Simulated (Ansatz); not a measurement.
# CH6InSi (doublet): what the fields show

Input

```
crystal:
  periodic: [false, false, false]
  atoms:
    - {symbol: C, position_ang: [0.681550, 1.183295, 0.339095]}
    - {symbol: In, position_ang: [-1.413730, -1.798782, -1.015994]}
    - {symbol: Si, position_ang: [0.834631, -0.550376, -0.407277]}
    - {symbol: H, position_ang: [1.586317, -1.437925, 0.541561]}
    - {symbol: H, position_ang: [1.679876, 1.600498, 0.552174]}
    - {symbol: H, position_ang: [-3.001086, -1.058943, -0.729568]}
    - {symbol: H, position_ang: [1.657477, -0.483138, -1.660751]}
    - {symbol: H, position_ang: [0.112345, 1.161059, 1.281333]}
    - {symbol: H, position_ang: [0.165100, 1.868601, -0.350804]}
basis:
  gaussian: {orbitals: def2-TZVPD}
magnetization: {spin_polarized: true, initial_magnetization: 1}
hamiltonian: {xc: {name: PBE0}}
output: {forces: true, orbitals: {seedname: orbitals}}
```

Launched as:

```sh
ansatz run input.yaml --threads 2 --pin off --max-ram 4350MiB --events-out events.jsonl --progress --plain --runs-dir runs
```

Geometry: r2SCAN-D4/def2-SVP; core potentials replace the inner electrons of In.

Computed with isolated molecule in a Gaussian basis; Kohn-Sham density functional theory, functional PBE0 in Ansatz 0.2.0.

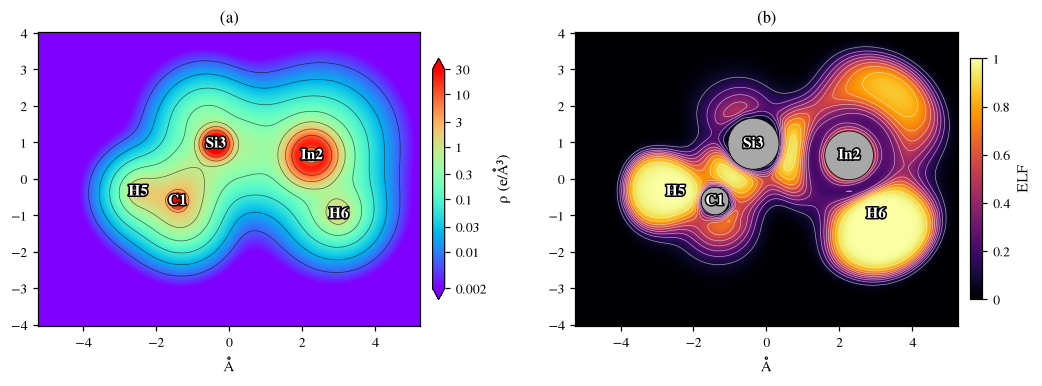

Figure 1. (a) electron density; (b) ELF on the plane of atoms C1, Si3 and In2. Grey discs cover the atomic cores in the ELF map.

Read the bonding off the picture.

Answer. Atoms in the plane: C, In, Si and H. C–Si (1.89 Å): the density is about 0.91 e/Å³ at the midpoint; the ELF peaks at about 0.95 between the atoms, as expected for a shared electron pair. In–Si (2.64 Å): ρ at the midpoint is about 0.42 e/Å³; the ELF peaks at about 0.95 between the atoms (a shared electron pair). C–H (1.10 Å): ρ at the midpoint is about 1.9 e/Å³; the ELF climbs to about 1 towards the hydrogen, as it does in any bond to H: an ordinary covalent bond to hydrogen. In–H (1.77 Å): the density is about 1 e/Å³ at the midpoint; the ELF climbs to about 1 towards the hydrogen.

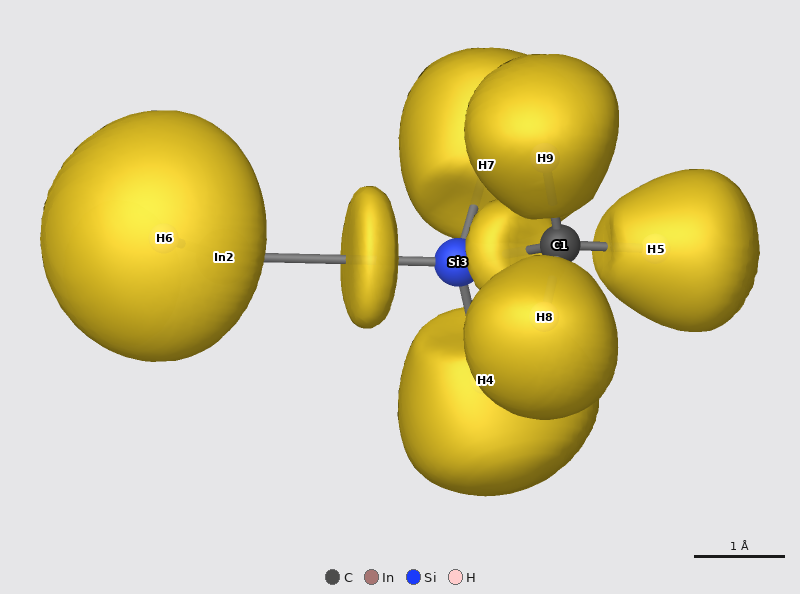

Figure 2. Isosurface of the electron localisation function at 0.8 (yellow), seen from one side. Only the valence region is drawn (cores and ρ < 0.01 e/Å³ removed).

Where are the electrons localised?

Answer. The surface consists of one region between bonded C–Si atoms (shared pairs), one region between bonded In–Si atoms (shared pairs), six regions around hydrogen nuclei and one lobe on In, pointing away from the bonds (non-bonding electrons).

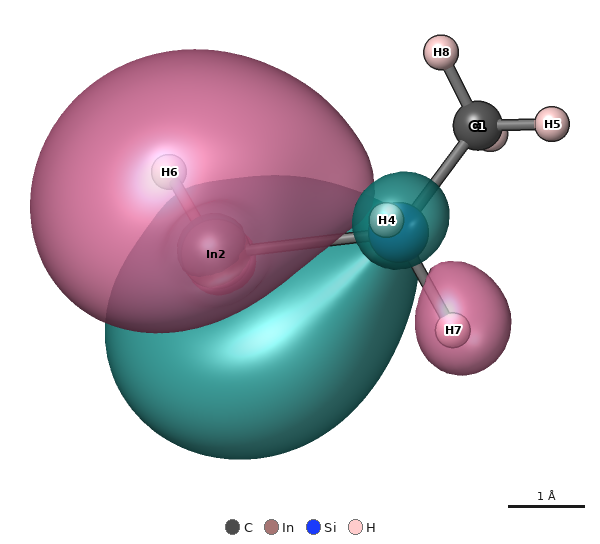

Figure 3. The LUMO (α) at ±0.06 Å⁻³ᐟ² (teal and pink are the two phases), seen at an oblique angle.

What is the character of this orbital?

Answer. It lies mainly on In2 (about 80 %). Its energy is −2.10 eV.

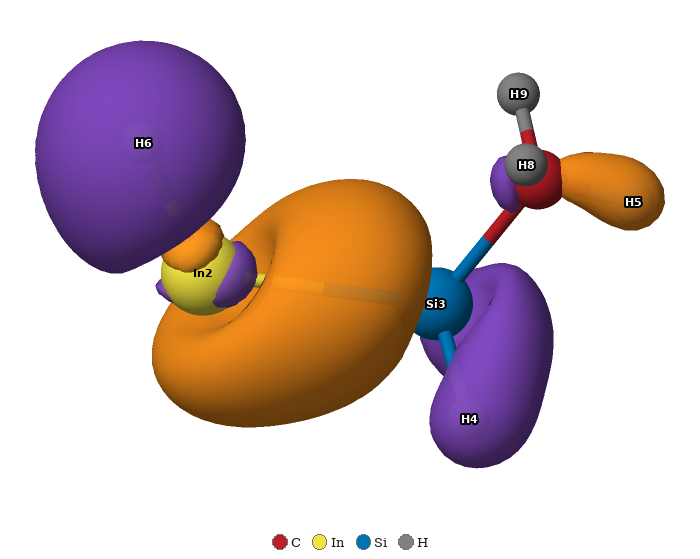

Figure 4. The HOMO−1 (α) at ±0.1 Å⁻³ᐟ² (orange and purple are the two phases), seen at a tilt.

Describe this orbital and give its energy.

Answer. It lies mainly on In2 (about 35 %), H6 (about 25 %) and Si3 (about 25 %). Its energy is −7.37 eV.
